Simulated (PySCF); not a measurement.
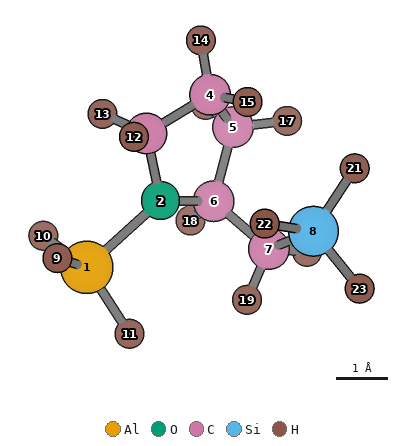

Fig. 1: The structure as given in the input (ball-and-stick view, seen at a tilt; atoms are numbered from 1 in the order of the input). Sticks mark near contacts.

NMR shielding calculation, with input and output: C$_{5}$H$_{15}$AlOSi

- system: C$_{5}$H$_{15}$AlOSi
- method: GIAO PBE0/pcSseg-1 NMR shielding, non-relativistic, gas phase (PySCF 2.14.0)

The geometry comes from this level: PBE0-D3(BJ)/def2-SVP. It belongs to a series of runs on one base structure; here: H on C replaced by CH2SiH3. Figures and captions count atoms from 1; the log counts them from 0 in places.

### Output
```
coarse grid: 19064 points
cycle   1  E = -805.9606580801  dE =  5.255e-01  |g| = 5.017e-01  |ddm| = 4.079e+00
cycle   2  E = -805.9399762435  dE =  2.068e-02  |g| = 6.294e-01  |ddm| = 7.967e-01
cycle   3  E = -806.0134863573  dE = -7.351e-02  |g| = 9.721e-02  |ddm| = 4.805e-01
cycle   4  E = -806.0149741259  dE = -1.488e-03  |g| = 3.471e-02  |ddm| = 8.757e-02
cycle   5  E = -806.0152368799  dE = -2.628e-04  |g| = 6.410e-03  |ddm| = 3.235e-02
cycle   6  E = -806.0152458379  dE = -8.958e-06  |g| = 1.454e-03  |ddm| = 7.258e-03
final grid: 171648 points
cycle   7  E = -806.0738082276  dE = -4.021e-05  |g| = 1.305e-02  |ddm| = 3.382e-02
cycle   8  E = -806.0737725816  dE =  3.565e-05  |g| = 1.906e-02  |ddm| = 2.119e-02
cycle   9  E = -806.0738422510  dE = -6.967e-05  |g| = 1.407e-03  |ddm| = 1.250e-02
cycle  10  E = -806.0738426673  dE = -4.163e-07  |g| = 3.086e-04  |ddm| = 1.495e-03
cycle  11  E = -806.0738426875  dE = -2.015e-08  |g| = 6.069e-05  |ddm| = 3.438e-04
cycle  12  E = -806.0738426882  dE = -6.953e-10  |g| = 2.493e-05  |ddm| = 7.983e-05
```

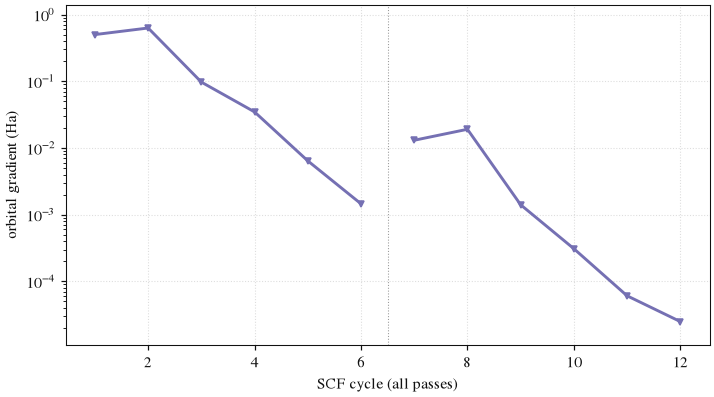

Fig. 2: Convergence of the self-consistent field: orbital gradient against the SCF cycle. The dotted line marks the change from a coarse to the final integration grid. The first 6 cycles use a coarse grid, the final grid takes over at cycle 7, and the field converges after 12 cycles in all.

```
converged SCF energy = -806.0738426882

GIAO shielding tensors (ppm)
atom      isotropic    diamagn.    paramagn.     s11        s22        s33       span
  0 Al     414.083     795.017    -380.934    397.162    405.832    439.256     42.094
  1 O      263.377     404.050    -140.673    164.673    288.630    336.830    172.157
  2 C      110.178     245.341    -135.163     64.970    100.696    164.869     99.899
  3 C      156.532     252.125     -95.593    134.090    166.459    169.048     34.958
  4 C      151.405     251.701    -100.296    124.310    159.979    169.927     45.617
  5 C      102.246     245.436    -143.190     60.585     88.588    157.564     96.978
  6 C      168.864     252.752     -83.889    149.091    166.402    191.098     42.007
  7 Si     427.673     879.708    -452.035    406.094    415.628    461.298     55.205
  8 H       27.123      29.707      -2.585     23.633     26.085     31.651      8.018
  9 H       27.141      29.825      -2.684     23.692     26.068     31.662      7.971
 10 H       27.111      30.408      -3.296     23.096     27.313     30.926      7.830
 11 H       26.930      30.270      -3.340     22.682     25.709     32.400      9.718
 12 H       27.545      30.273      -2.728     21.988     26.493     34.153     12.165
 13 H       29.485      29.580      -0.095     25.240     25.707     37.507     12.267
 14 H       29.265      32.376      -3.111     25.301     27.726     34.768      9.467
 15 H       29.189      31.330      -2.142     24.184     26.790     36.592     12.408
 16 H       29.510      31.725      -2.215     25.290     27.813     35.427     10.138
 17 H       26.674      32.200      -5.526     24.061     25.164     30.798      6.737
 18 H       29.148      31.642      -2.494     23.520     28.295     35.629     12.108
 19 H       30.673      30.561       0.112     25.948     27.979     38.092     12.145
 20 H       27.441      29.404      -1.963     23.687     26.558     32.076      8.388
 21 H       27.353      30.001      -2.648     23.665     27.137     31.258      7.593
 22 H       27.449      28.210      -0.761     23.833     24.864     33.651      9.819
```

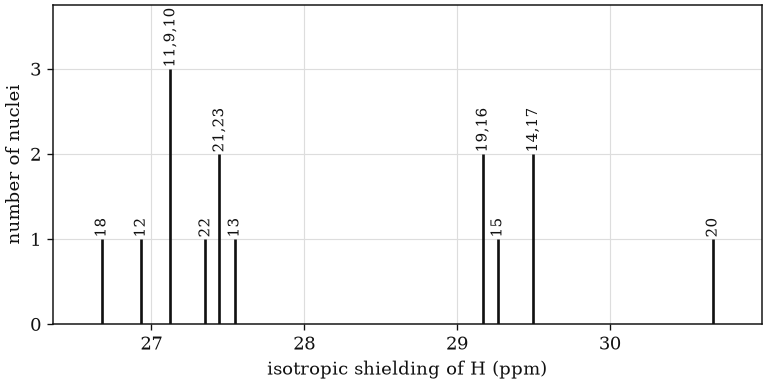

Fig. 3: Isotropic shieldings of the hydrogen nuclei in this fixed geometry, labelled by atom number; shielding grows to the right, so chemical shift grows to the left. The least shielded is H18 (26.7 ppm), the most shielded H20 (30.7 ppm).

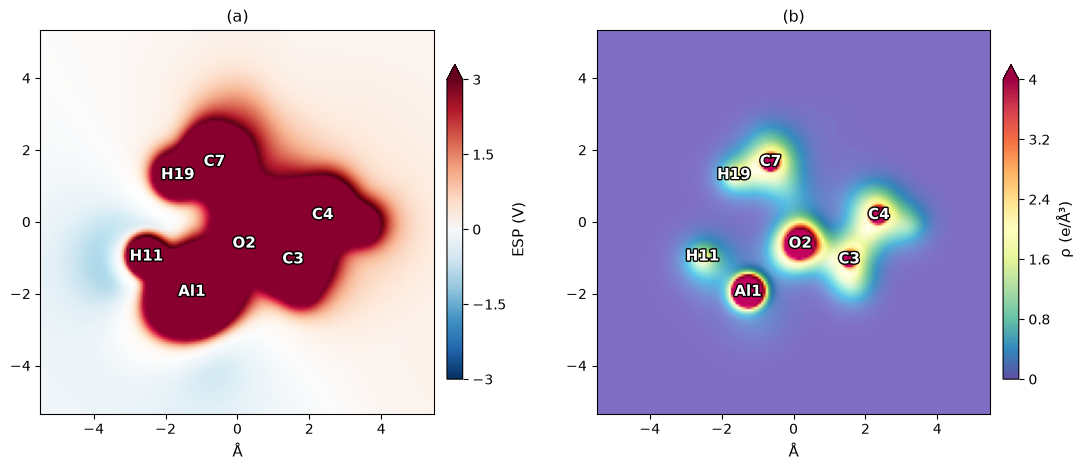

Fig. 4: (a) molecular electrostatic potential; (b) electron density on the plane of atoms O2, Al1 and H11. The section cuts through Al, O, C and H sites. C–O (1.44 Å): ρ is about 1.9 e/Å³ halfway, with its minimum of 1.6 e/Å³ about 0.5 Å from C. C–C (1.51 Å): ρ at the midpoint is about 1.7 e/Å³. C–H (1.10 Å): ρ is about 1.9 e/Å³ halfway.

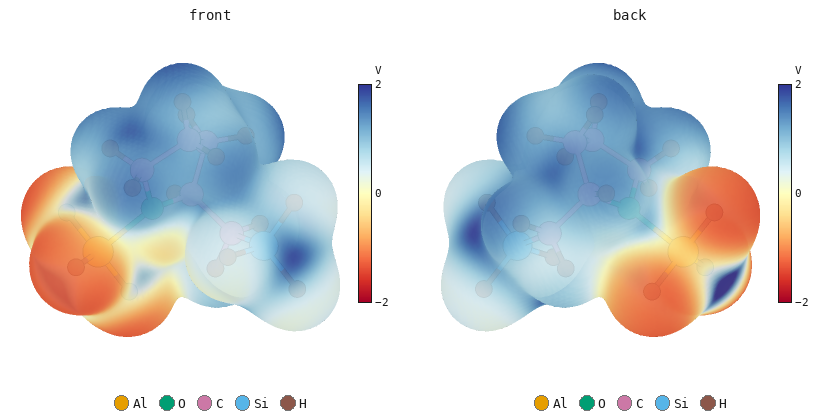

Fig. 5: The molecular electrostatic potential painted on the density surface at 0.004 e/bohr³, seen at a tilt and from behind; the colour scale runs from red (negative) to blue (positive). A positive charge is drawn to the negative regions and a negative charge to the positive ones. Its dipole moment is 5.64 D.

The run was set up as follows.

### Input
```
{"job": {"kind": "nmr", "xc": "PBE0", "basis": "pcSseg-1"}, "charge": 0, "multiplicity": 1}
Al    -1.279313     2.036974     1.556352
O     -0.710046     0.514901     0.428426
C     -1.682683    -0.151309    -0.394928
C     -0.953318    -1.372517    -0.910212
C     -0.068352    -1.745990     0.276284
C      0.328166    -0.399746     0.886317
C      1.686460     0.153192     0.492195
Si     2.050616     0.426478    -1.345836
H     -2.062639     2.902043     0.456722
H     -2.176911     1.237657     2.628557
H      0.156596     2.546526     2.062850
H     -1.999926     0.559267    -1.169610
H     -2.552599    -0.416622     0.230100
H     -1.642177    -2.177141    -1.201965
H     -0.348745    -1.115518    -1.793760
H     -0.644813    -2.332558     1.007478
H      0.810830    -2.340251    -0.009925
H      0.250794    -0.429239     1.985402
H      1.817166     1.126861     0.994342
H      2.465728    -0.509995     0.904629
H      2.128211    -0.876149    -2.080632
H      1.002073     1.268926    -1.994290
H      3.373070     1.108694    -1.464451
```

The first line tells a small driver script what to run in PySCF; the rest is the geometry in Å.

Command:
```bash
OMP_NUM_THREADS=1 python <driver script> task.json out
```

### Key numbers

```csv
quantity,value
outcome,converged
total energy,−806.073843 hartree
HOMO,−7.27 eV
LUMO,0.29 eV
dipole moment,5.64 D
"isotropic shielding, Al",414.1 ppm
"isotropic shielding, O",263.4 ppm
"isotropic shielding, C",102.2 to 168.9 ppm
"isotropic shielding, Si",427.7 ppm
"isotropic shielding, H",26.7 to 30.7 ppm
hardware,"1 CPU thread, shared host"
wall time,1.8 min
peak memory,1.1 GiB
```
